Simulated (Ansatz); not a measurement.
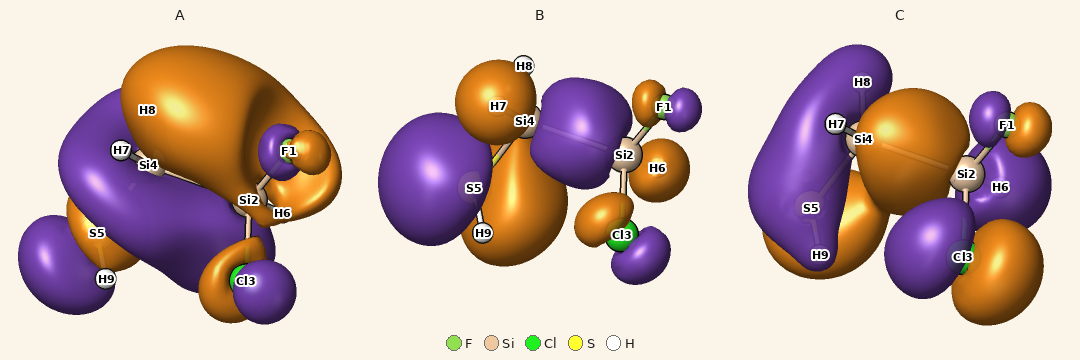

*ClFH₄SSi₂. Three frontier orbitals at ±0.06 Å⁻³ᐟ² (orange and purple are the two phases), in no order.*

All numbers below come from RKS PBE0/6-31G* in Ansatz 0.2.0.

```yaml
atoms:
  - { symbol: F, position_ang: [-2.0042, -0.6908, 1.7285] }
  - { symbol: Si, position_ang: [-1.4081, 0.2235, 0.5452] }
  - { symbol: Cl, position_ang: [-1.2318, 2.1550, 1.2535] }
  - { symbol: Si, position_ang: [0.7179, -0.5087, -0.0922] }
  - { symbol: S, position_ang: [1.4761, 0.7873, -1.6301] }
  - { symbol: H, position_ang: [-2.4011, 0.2571, -0.5564] }
  - { symbol: H, position_ang: [1.6141, -0.5702, 1.0957] }
  - { symbol: H, position_ang: [0.6419, -1.8471, -0.7359] }
  - { symbol: H, position_ang: [1.4223, 1.9220, -0.9046] }
```

Order the three orbitals by energy and name them.

C is the HOMO−1 (−8.80 eV). It lies mainly on Cl3 (about 25 %), S5 (about 25 %), Si4 (about 20 %), Si2 (about 15 %) and H6 (about 10 %). B is the HOMO (−7.58 eV). By Hirshfeld shares it lies mainly on S5 (about 65 %), Si4 (about 10 %) and Si2 (about 10 %); largely a lone pair of S5. A is the LUMO (−1.00 eV). By Hirshfeld shares it lies mainly on Si4 (about 35 %), Si2 (about 30 %), S5 (about 15 %) and F1 (about 5 %); π-bonding across Si4–Si2.

What is the HOMO–LUMO gap?

6.58 eV between the orbital energies.
